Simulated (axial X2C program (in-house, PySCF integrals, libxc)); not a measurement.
**ZrNa⁺: from the state search to constants**

What are the state, bond length, wavenumber and bond energy of ZrNa⁺, and what does spin–orbit coupling change?

Computed with an in-house X2C program for linear molecules on PySCF integrals. Level: all-electron X2C, Zr dyall-cv3z, Na dyall-cv3z.

All values are calculated.

## 1. Set-up

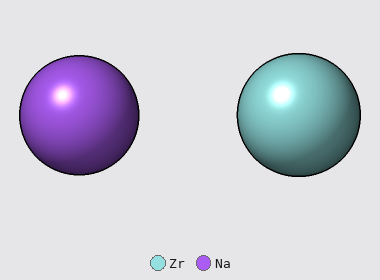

The two atoms at 3.090 Å (zirconium light teal, sodium purple).

File task.json:

```json
{"zs": [40, 11], "q": 1, "bas": ["dyall-cv3z", "dyall-cv3z"], "levels": ["PBE0", "HF", "M06"], "cc": true, "r0": 3.09, "thr": -1.0, "nmax": 90, "npts": 10, "nst": 2, "ntry": 6}
```

Keys: zs atomic numbers; q charge; bas basis sets; levels methods (HF also brings MP2); cc coupled cluster on or off; r0 starting distance in Å; thr threshold in hartree for freezing inner shells (an s shell follows its p shell); nmax most natural virtual spinors; npts points asked for on the curve; nst determinants followed; ntry starts of the search.

Started as:

```console
> python so2c.py task.json out
```

Spin-free means the one-electron spin-free X2C Hamiltonian; two-component (2c) means X2C with spin–orbit coupling and atomic mean-field two-electron Coulomb and Gaunt terms. Basis: Zr dyall-cv3z contracted to [11s12p9d6f3g], Na dyall-cv3z contracted to [9s8p5d2f]; Gaussian nuclei, density fitting. Masses: Zr 89.905 u, Na 22.990 u.

Notation: σ, π±, δ± give the projection m of an orbital's angular momentum (0, ±1, ±2), α and β its spin, Λ and M_S the sums; ω is the projection of a spinor's total angular momentum and Ω the sum. Logs are in hartree.

The results follow Hamiltonian by Hamiltonian and level by level.

## 2. Search for the lowest determinant

PBE0 moves the distance from 3.090 Å to 3.451 Å and compares determinants there.

Spin-free determinants:

```csv
ΔE (eV),state,open shells
0.00,"M_S = 1, Λ = 2","beyond closed shells: σα, δ+α"
0.07,"M_S = 1, Λ = 0","beyond closed shells: π+α, π-α"
0.11,"M_S = 1, Λ = 3","beyond closed shells: π+α, δ+α"
0.14,"M_S = 2, Λ = 2","beyond closed shells: σα, π+α, π-α, δ+α"
0.17,"M_S = 2, Λ = 3","beyond closed shells: 2 × σα, π+α, δ+α"
0.21,"M_S = 1, Λ = 1","beyond closed shells: π-α, δ+α"
0.23,"M_S = 1, Λ = 0","beyond closed shells: δ+α, δ-α"
```

Two-component determinants:

| ΔE (eV) | state | open shells |
| --- | --- | --- |
| 0.00 | Ω = 1 | excess of +ω over −ω: ω = -1/2, ω = 3/2 |
| 0.09 | Ω = 2 | excess of +ω over −ω: ω = 1/2, ω = 3/2 |
| 0.09 | Ω = 3 | excess of +ω over −ω: ω = 1/2, ω = 5/2 |
| 0.22 | Ω = 4 | excess of +ω over −ω: ω = 3/2, ω = 5/2 |
| 0.28 | Ω = 1 | excess of +ω over −ω: ω = -3/2, ω = 5/2 |
| 0.28 | Ω = 5 | excess of +ω over −ω: 2 × ω = 1/2, ω = 3/2, ω = 5/2 |
| 0.30 | Ω = 1 | excess of +ω over −ω: 2 × ω = 1/2 |

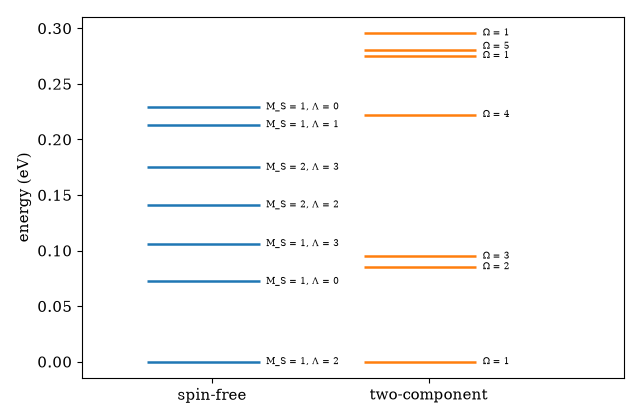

The determinants found, each set from its own lowest.

## 3. PBE0, spin-free

State followed: M_S = 1, Λ = 2 (beyond closed shells: σα, δ+α). The scan is laid around 3.451 Å, a first estimate of the minimum, and this SCF restarts from the orbitals of the search.

Output at 3.451 Å:

```text
spin-free X2C-1e  PBE0
basis functions 233  fitting functions 1059  grid points 5088
iter        total energy     max residual
   1      -3760.193864363     3.55e-05
   2      -3760.193864370     1.88e-05
converged
one-electron -5320.53552047  Coulomb 1621.84692226  exact exchange -31.72564387  xc functional -97.24933332  nuclear repulsion 67.46971104
```

Along the bond, energies from the lowest point:

| R (Å) | E (eV) | μ (D) | HOMO (eV) | LUMO (eV) | iterations |
| --- | --- | --- | --- | --- | --- |
| 3.002 | 0.1789 | 4.25 | -9.46 | -7.26 | 25 |
| 3.140 | 0.0744 | 4.63 | -9.36 | -7.18 | 16 |
| 3.244 | 0.0292 | 4.94 | -9.28 | -7.13 | 14 |
| 3.348 | 0.0063 | 5.26 | -9.20 | -7.08 | 13 |
| 3.451 | 0.0000 | 5.60 | -9.11 | -7.03 | 2 |
| 3.572 | 0.0092 | 6.01 | -9.02 | -6.98 | 14 |
| 3.693 | 0.0316 | 6.44 | -8.92 | -6.92 | 14 |
| 3.848 | 0.0730 | 7.00 | -8.80 | -6.85 | 14 |
| 4.038 | 0.1360 | 7.71 | -8.66 | -6.76 | 14 |
| 4.314 | 0.2371 | 8.76 | -8.46 | -6.63 | 14 |

Dipoles are positive if Na is the positive end and refer to the centre of mass.

Outer orbitals at the reference distance:

| symmetry | occupied | ε (eV) | atomic character |
| --- | --- | --- | --- |
| σα | yes | -9.91 | 97% Zr d |
| δ+α | yes | -9.83 | 100% Zr d |
| σα | yes | -9.54 | 72% Zr s, 13% Na s, 12% Na p |
| σβ | yes | -9.11 | 49% Zr s, 24% Na s, 13% Na p |
| δ-α | no | -7.03 | 100% Zr d |
| π+α | no | -6.73 | 97% Zr d |
| π-α | no | -6.63 | 96% Zr d |
| π+β | no | -6.13 | 93% Zr d, 4% Na p, 2% Na d |

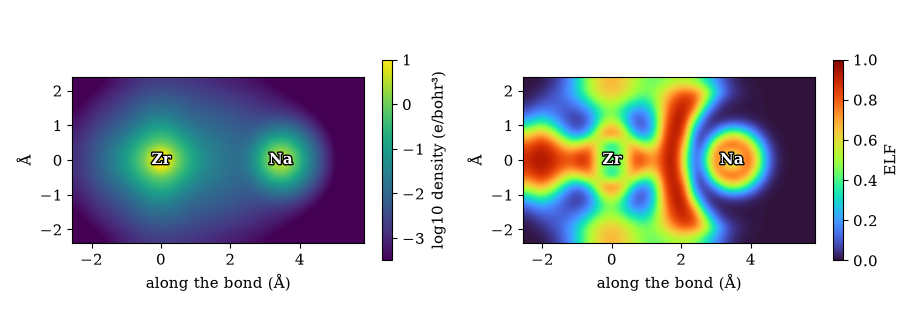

PBE0 fields in a plane through the axis, from a grid of 0.3 Å; Zr lies at z = 0 and Na at z = 3.451 Å; the ELF is damped to zero where the density is low.

Re = 3.443 Å, ωe = 136.2 cm⁻¹, ωexe = 0.719 cm⁻¹, Be = 0.07769 cm⁻¹, De = 0.931 eV, μ = 5.57 D.

## 4. HF, spin-free

The SCF at the reference distance of 3.451 Å:

```text
spin-free X2C-1e  HF
basis functions 233  fitting functions 1059  grid points 5088
iter        total energy     max residual
   1      -3758.121462673     4.00e-01
   2      -3758.141178490     6.85e-03
   3      -3758.142545253     1.67e-02
   4      -3758.143440931     1.13e-02
   5      -3758.143980571     3.21e-03
   6      -3758.144429028     6.29e-03
   7      -3758.144711047     7.07e-03
   8      -3758.144832571     2.30e-03
   9      -3758.144871430     7.31e-04
  10      -3758.144881245     8.50e-04
  11      -3758.144882595     2.38e-04
  12      -3758.144882778     2.65e-05
  13      -3758.144882811     5.00e-05
  14      -3758.144882822     1.70e-05
  15      -3758.144882825     3.66e-06
  16      -3758.144882825     3.79e-06
  17      -3758.144882825     9.03e-07
converged
one-electron -5320.02267691  Coulomb 1621.40999870  exact exchange -127.00191566  xc functional 0.00000000  nuclear repulsion 67.46971104
```

Re = 3.767 Å, ωe = 104.8 cm⁻¹, ωexe = 0.288 cm⁻¹, Be = 0.06488 cm⁻¹, De = 0.974 eV, μ = 6.62 D. ⟨S²⟩ = 2.46 against 2.00 for a pure state, so this determinant mixes spins.

## 5. M06, spin-free

Output at 3.451 Å:

```text
spin-free X2C-1e  M06
basis functions 233  fitting functions 1059  grid points 5088
iter        total energy     max residual
   1      -3760.601063930     3.06e-01
   2      -3760.611185273     2.42e-02
   3      -3760.613875182     6.71e-02
   4      -3760.615254319     6.54e-03
   5      -3760.615467076     4.53e-03
   6      -3760.615494796     6.18e-04
   7      -3760.615497939     2.99e-04
   8      -3760.615498181     8.45e-05
   9      -3760.615498236     3.94e-05
  10      -3760.615498240     7.72e-06
converged
one-electron -5320.44007169  Coulomb 1621.76736391  exact exchange -34.26755124  xc functional -95.14495027  nuclear repulsion 67.46971104
```

Re = 3.574 Å, ωe = 108.6 cm⁻¹, Be = 0.07208 cm⁻¹, De = 0.740 eV, μ = 7.73 D.

## 6. MP2 and beyond, spin-free

Correlated methods: 4 electrons correlated (frozen shells, counted by type: Zr 4 s, 3 p, 1 d; Na 2 s, 1 p), 332 virtual spinors in MP2, 64 natural virtuals in coupled cluster.

Output of the correlated part at 3.451 Å:

```text
correlated 4  virtual 332  natural virtual 64  E(MP2) -0.033451321  MP2 remainder -0.001107934
iter   CCSD correlation   residual
   1     -0.039458907   1.18e-01
   2     -0.045782904   7.56e-02
   3     -0.048479590   3.83e-02
   4     -0.049446289   1.55e-02
   5     -0.049694870   6.80e-03
   6     -0.049792251   2.60e-03
   7     -0.049793151   1.05e-03
   8     -0.049806784   5.02e-04
   9     -0.049806655   2.08e-04
  10     -0.049807122   7.48e-05
  11     -0.049807389   2.63e-05
  12     -0.049807462   1.09e-05
  13     -0.049807426   4.60e-06
  14     -0.049807366   2.42e-06
  15     -0.049807351   9.13e-07
(T) -0.002231721  T1 0.1313  D1 0.2139  max T2 0.136
```

T1 in the output is the amplitude norm over the root of the electron number; divide by √2 for the Lee–Taylor value.

MP2: No constants are quoted: the reference is strongly spin-contaminated.

CCSD: Re = 3.493 Å, ωe = 133.7 cm⁻¹, ωexe = 0.686 cm⁻¹, Be = 0.07546 cm⁻¹, De = 0.792 eV. T1 at Re = 0.094 (Lee–Taylor, the printed value over √2).

CCSD(T): Re = 3.487 Å, ωe = 134.8 cm⁻¹, ωexe = 0.69 cm⁻¹, Be = 0.07573 cm⁻¹, De = 0.771 eV. T1 at Re = 0.094 (Lee–Taylor, the printed value over √2).

## 7. A higher determinant, spin-free

State: M_S = 1, Λ = 0 (beyond closed shells: π+α, π-α).

Output at the reference distance:

```text
spin-free X2C-1e  PBE0
basis functions 233  fitting functions 1059  grid points 5088
iter        total energy     max residual
   1      -3760.191212817     8.53e-05
   2      -3760.191212851     7.08e-05
   3      -3760.191212877     9.82e-06
   4      -3760.191212878     9.09e-06
converged
one-electron -5320.45382404  Coulomb 1621.77176837  exact exchange -31.72515702  xc functional -97.25371122  nuclear repulsion 67.46971104
```

```csv
R (Å),E above the lowest PBE0 point (eV)
3.002,0.165
3.140,0.100
3.244,0.076
3.348,0.068
3.451,0.072
3.572,0.089
3.693,0.115
3.848,0.158
4.038,0.218
```

Re = 3.360 Å, ωe = 129.1 cm⁻¹, ωexe = 0.704 cm⁻¹, Be = 0.08157 cm⁻¹, μ = 5.65 D. Te = 0.07 eV.

## 8. The spin-free curves together

Energy (eV) of the followed determinant, spin-free, from each level's lowest point:

```csv
R (Å),PBE0,HF,MP2 (spin-contaminated),CCSD,CCSD(T),M06
3.002,0.179,0.383,0.191,n/a,n/a,0.226
3.140,0.074,0.228,0.083,0.101,0.099,0.113
3.244,0.029,0.145,0.036,0.045,0.044,0.059
3.348,0.006,0.085,0.010,0.013,0.013,0.025
3.451,0.000,0.044,0.000,0.000,0.000,0.007
3.572,0.009,0.014,0.003,0.002,0.003,0.000
3.693,0.032,0.000,0.018,0.019,0.021,0.005
3.848,0.073,0.000,0.049,0.055,0.058,0.024
4.038,0.136,0.021,0.099,n/a,n/a,0.060
4.314,0.237,0.077,0.185,n/a,n/a,0.124
```

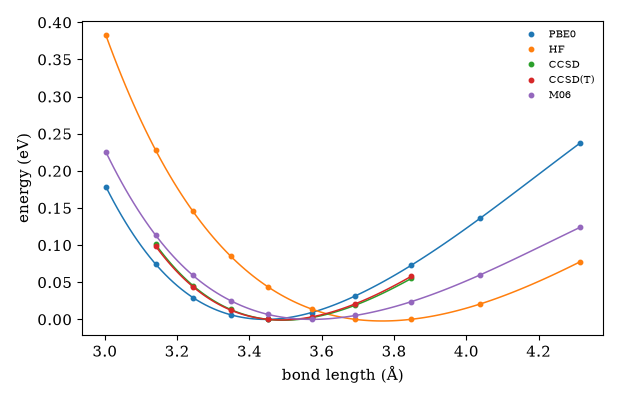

Curves of the followed state, spin-free, each from its own lowest point. Left out: MP2.

## 9. PBE0, 2c

State followed: Ω = 1 (excess of +ω over −ω: ω = -1/2, ω = 3/2). The scan is laid around 3.451 Å, a first estimate of the minimum, and this SCF restarts from the orbitals of the search.

Output at 3.451 Å:

```text
two-component X2C + atomic mean field  PBE0
basis functions 233  fitting functions 1059  grid points 5088
iter        total energy     max residual
   1      -3758.797397201     8.08e-05
   2      -3758.797397320     6.99e-05
   3      -3758.797397539     9.27e-05
   4      -3758.797397628     3.46e-05
   5      -3758.797397639     1.29e-05
   6      -3758.797397644     6.12e-06
converged
one-electron -5316.87163454  Coulomb 1621.13714448  exact exchange -31.71196038  xc functional -97.20805774  nuclear repulsion 67.46971104  atomic mean-field constant -1.61260050
```

Along the bond, energies from the lowest point:

```csv
R (Å),E (eV),μ (D),HOMO (eV),LUMO (eV),iterations
3.002,0.1785,4.24,-9.46,-7.21,28
3.140,0.0742,4.62,-9.35,-7.13,16
3.244,0.0291,4.93,-9.27,-7.08,13
3.348,0.0062,5.25,-9.19,-7.03,14
3.451,0.0000,5.59,-9.11,-6.98,6
3.572,0.0093,6.00,-9.02,-6.93,17
3.693,0.0317,6.43,-8.92,-6.87,14
3.848,0.0731,7.00,-8.80,-6.80,14
4.038,0.1362,7.71,-8.66,-6.71,14
4.314,0.2374,8.76,-8.45,-6.58,14
```

Dipoles are positive if Na is the positive end and refer to the centre of mass.

Outer spinors at the reference distance:

| ω | occupied | ε (eV) | atomic character | λ mixture |
| --- | --- | --- | --- | --- |
| -1/2 | yes | -9.91 | 97% Zr d | 100% σ |
| 3/2 | yes | -9.87 | 100% Zr d | 100% δ |
| -1/2 | yes | -9.53 | 72% Zr s, 13% Na s, 12% Na p | 100% σ |
| 1/2 | yes | -9.11 | 49% Zr s, 24% Na s, 13% Na p | 100% σ |
| -5/2 | no | -6.98 | 100% Zr d | 100% δ |
| 1/2 | no | -6.75 | 97% Zr d | 100% π |
| -3/2 | no | -6.61 | 96% Zr d | 100% π |
| -1/2 | no | -6.14 | 93% Zr d, 4% Na p, 2% Na d | 100% π |

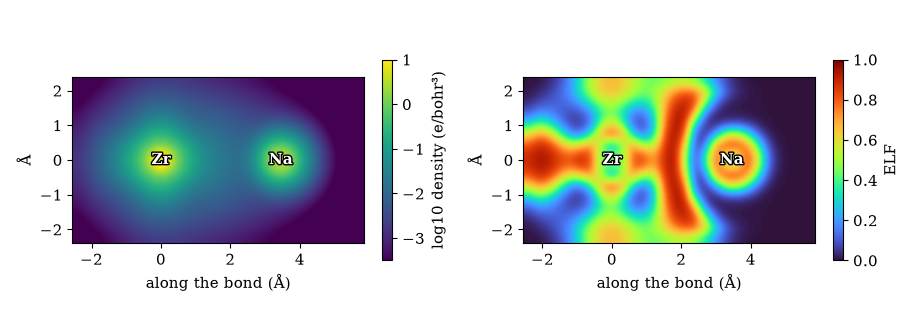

PBE0 fields in a plane through the axis, from a grid of 0.3 Å; Zr lies at z = 0 and Na at z = 3.451 Å; the ELF is damped to zero where the density is low.

Re = 3.442 Å, ωe = 136.2 cm⁻¹, ωexe = 0.718 cm⁻¹, Be = 0.0777 cm⁻¹, De = 0.977 eV, μ = 5.56 D.

## 10. HF, 2c

Output at 3.451 Å:

```text
two-component X2C + atomic mean field  HF
basis functions 233  fitting functions 1059  grid points 5088
iter        total energy     max residual
   1      -3756.725221052     4.00e-01
   2      -3756.744967729     6.85e-03
   3      -3756.746350776     1.69e-02
   4      -3756.747263088     1.14e-02
   5      -3756.747816245     3.27e-03
   6      -3756.748276713     6.33e-03
   7      -3756.748568405     7.19e-03
   8      -3756.748695247     2.37e-03
   9      -3756.748737280     7.64e-04
  10      -3756.748749134     9.53e-04
  11      -3756.748751838     3.03e-04
  12      -3756.748753398     2.10e-04
  13      -3756.748755366     5.97e-04
  14      -3756.748757963     7.07e-04
  15      -3756.748760309     4.42e-04
  16      -3756.748761588     8.35e-05
  17      -3756.748762050     1.12e-04
  18      -3756.748762208     1.02e-04
  19      -3756.748762259     3.36e-05
  20      -3756.748762272     7.86e-06
  21      -3756.748762276     1.30e-05
  22      -3756.748762280     1.06e-05
  23      -3756.748762284     6.47e-06
  24      -3756.748762288     6.14e-06
  25      -3756.748762290     8.16e-06
  26      -3756.748762293     4.96e-06
  27      -3756.748762294     2.96e-06
converged
one-electron -5316.36550401  Coulomb 1620.70663926  exact exchange -126.94700809  xc functional 0.00000000  nuclear repulsion 67.46971104  atomic mean-field constant -1.61260050
```

No constants are quoted: the solution changes its character somewhere along the scan, so the fit is set aside.

## 11. M06, 2c

The SCF at the reference distance of 3.451 Å:

```text
two-component X2C + atomic mean field  M06
basis functions 233  fitting functions 1059  grid points 5088
iter        total energy     max residual
   1      -3759.204990169     3.06e-01
   2      -3759.215224087     2.39e-02
   3      -3759.217939953     6.73e-02
   4      -3759.219373831     7.70e-03
   5      -3759.219655641     5.32e-03
   6      -3759.219769747     1.53e-03
   7      -3759.219984455     1.80e-03
   8      -3759.220186285     3.05e-03
   9      -3759.220405452     3.37e-03
  10      -3759.220535404     1.19e-03
  11      -3759.220574495     5.95e-04
  12      -3759.220581690     3.19e-04
  13      -3759.220584612     1.78e-04
  14      -3759.220585498     4.90e-05
  15      -3759.220585632     4.28e-05
  16      -3759.220585744     2.92e-05
  17      -3759.220585818     1.86e-05
  18      -3759.220585853     1.21e-05
  19      -3759.220585861     5.39e-06
converged
one-electron -5316.75143934  Coulomb 1621.02745799  exact exchange -34.25103927  xc functional -95.10267578  nuclear repulsion 67.46971104  atomic mean-field constant -1.61260050
```

Re = 3.575 Å, ωe = 107.7 cm⁻¹, Be = 0.07204 cm⁻¹, De = 0.674 eV, μ = 7.74 D.

## 12. Correlated methods, 2c

Correlated methods: 4 electrons correlated (frozen shells, counted by type: Zr 4 s, 3 p, 1 d; Na 2 s, 1 p), 332 virtual spinors in MP2, 64 natural virtuals in coupled cluster.

Output of the correlated part at 3.451 Å:

```text
correlated 4  virtual 332  natural virtual 64  E(MP2) -0.033536932  MP2 remainder -0.001121469
iter   CCSD correlation   residual
   1     -0.039535578   1.18e-01
   2     -0.045819740   7.54e-02
   3     -0.048503557   3.83e-02
   4     -0.049475056   1.56e-02
   5     -0.049724451   6.85e-03
   6     -0.049823680   2.64e-03
   7     -0.049824461   1.10e-03
   8     -0.049838320   5.35e-04
   9     -0.049838021   2.41e-04
  10     -0.049838469   1.14e-04
  11     -0.049838871   6.77e-05
  12     -0.049839026   4.76e-05
  13     -0.049838813   2.98e-05
  14     -0.049838433   1.95e-05
  15     -0.049838300   1.05e-05
  16     -0.049838315   6.27e-06
(T) -0.002234695  T1 0.1311  D1 0.2138  max T2 0.132
```

MP2: No constants are quoted: the reference changes its character somewhere along the scan, so the fit is set aside.

CCSD: No constants are quoted: the reference changes its character somewhere along the scan, so the fit is set aside.

CCSD(T): No constants are quoted: the reference changes its character somewhere along the scan, so the fit is set aside.

## 13. A higher determinant, 2c

State: Ω = 2 (excess of +ω over −ω: ω = 1/2, ω = 3/2).

Output at the reference distance:

```text
two-component X2C + atomic mean field  PBE0
basis functions 233  fitting functions 1059  grid points 5088
iter        total energy     max residual
   1      -3758.794258372     9.46e-05
   2      -3758.794258393     2.12e-05
   3      -3758.794258412     8.68e-05
   4      -3758.794258413     6.87e-06
converged
one-electron -5317.33895789  Coulomb 1621.61693884  exact exchange -31.71512364  xc functional -97.21422628  nuclear repulsion 67.46971104  atomic mean-field constant -1.61260050
```

```
R (Å)  E above the lowest PBE0 point (eV)
3.002                               0.254
3.140                               0.158
3.244                               0.116
3.348                               0.093
3.451                               0.085
3.572                               0.091
3.693                               0.109
3.848                               0.145
4.038                               0.200
```

Re = 3.461 Å, ωe = 126.8 cm⁻¹, ωexe = 0.661 cm⁻¹, Be = 0.07686 cm⁻¹, μ = 5.81 D. Te = 0.09 eV.

## 14. The 2c curves together

Energy (eV) of the followed determinant, 2c, from each level's lowest point:

```csv
R (Å),PBE0,HF (jumps),MP2 (its reference jumps),CCSD (its reference jumps),CCSD(T) (its reference jumps),M06
3.002,0.179,0.241,0.373,n/a,n/a,0.221
3.140,0.074,0.209,0.075,0.135,0.136,0.112
3.244,0.029,0.141,0.028,0.047,0.045,0.058
3.348,0.006,0.084,0.008,0.013,0.012,0.025
3.451,0.000,0.043,0.000,0.000,0.000,0.007
3.572,0.009,0.014,0.004,0.003,0.004,0.000
3.693,0.032,0.000,0.019,0.020,0.021,0.005
3.848,0.073,0.000,0.051,0.056,0.059,0.023
4.038,0.136,0.021,0.101,n/a,n/a,0.059
4.314,0.237,0.078,0.187,n/a,n/a,0.121
```

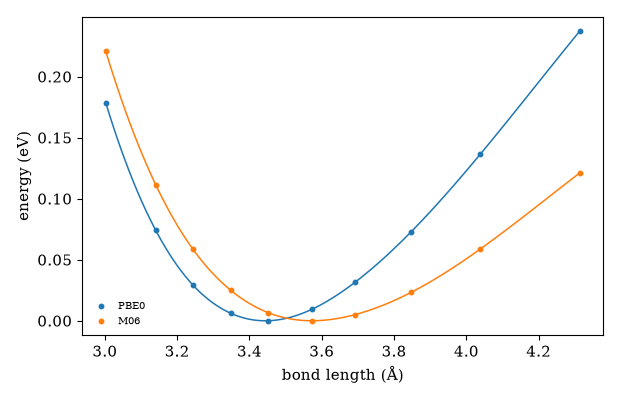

Curves of the followed state, 2c, each from its own lowest point. Left out: HF, MP2, CCSD, CCSD(T).

The whole job took 3.9 min on 1 thread of Arm Neoverse V1, shared host; peak memory 0.49 GiB.

## 15. Results

Lowest determinant that the search found at its distance, spin-free: M_S = 1, Λ = 2 (beyond closed shells: σα, δ+α).

Lowest determinant that the search found at its distance, 2c: Ω = 1 (excess of +ω over −ω: ω = -1/2, ω = 3/2).

```json
{"Hamiltonian": "spin-free", "level": "PBE0", "Re (Å)": "3.443", "ωe (cm⁻¹)": "136.2", "De (eV)": "0.931", "μ (D)": "5.57"}
{"Hamiltonian": "spin-free", "level": "HF", "Re (Å)": "3.767", "ωe (cm⁻¹)": "104.8", "De (eV)": "0.974", "μ (D)": "6.62"}
{"Hamiltonian": "spin-free", "level": "CCSD", "Re (Å)": "3.493", "ωe (cm⁻¹)": "133.7", "De (eV)": "0.792", "μ (D)": "n/a"}
{"Hamiltonian": "spin-free", "level": "CCSD(T)", "Re (Å)": "3.487", "ωe (cm⁻¹)": "134.8", "De (eV)": "0.771", "μ (D)": "n/a"}
{"Hamiltonian": "spin-free", "level": "M06", "Re (Å)": "3.574", "ωe (cm⁻¹)": "108.6", "De (eV)": "0.740", "μ (D)": "7.73"}
{"Hamiltonian": "2c", "level": "PBE0", "Re (Å)": "3.442", "ωe (cm⁻¹)": "136.2", "De (eV)": "0.977", "μ (D)": "5.56"}
{"Hamiltonian": "2c", "level": "M06", "Re (Å)": "3.575", "ωe (cm⁻¹)": "107.7", "De (eV)": "0.674", "μ (D)": "7.74"}
```

Dipoles are positive if Na is the positive end and refer to the centre of mass. No constants: spin-free MP2 (the reference is strongly spin-contaminated); 2c HF (the solution changes its character somewhere along the scan, so the fit is set aside); 2c MP2 (the reference changes its character somewhere along the scan, so the fit is set aside); 2c CCSD (the reference changes its character somewhere along the scan, so the fit is set aside); 2c CCSD(T) (the reference changes its character somewhere along the scan, so the fit is set aside). Spin-free ⟨S²⟩ is off its pure value at HF 2.46.

Time per point (s) on 1 thread of Arm Neoverse V1, shared host (2c runs); the times are rough: PBE0 1.4, M06 2.5.

What this shows: At PBE0, going from spin-free to two-component changes Re by 0 mÅ, ωe by 0.0 %; the spin-free picture holds up (part of it comes from the scalar share of the two-electron terms). De moves by +0.05 eV; both De rest on single-determinant atoms, which can miss part of an open shell's spin–orbit lowering.

De refers to Zr + Na+, each in the lowest determinant found, which need not be this curve's own limit. Each curve is one determinant whose occupation by symmetry is held fixed; it was picked as the lowest of a PBE0 search that is not exhaustive. Dissociation energies refer to the lowest single-determinant-based atoms at the same level and basis. Density functionals use the spin component along the axis (collinear). Coupled cluster ran in a truncated set of natural virtual spinors; the MP2 energy of the rest was added. The meta-GGAs lack a current-density term, which matters for open shells with orbital currents, atoms included. With several unpaired electrons one determinant need not be a pure state. The spin-free determinant is spin-contaminated at some levels. With the outer-core shells frozen, correlated bond lengths of heavy atoms tend to come out a few hundredths of an ångström too long. T1 at Re is 0.094 (Lee–Taylor), above the customary mark of 0.02.
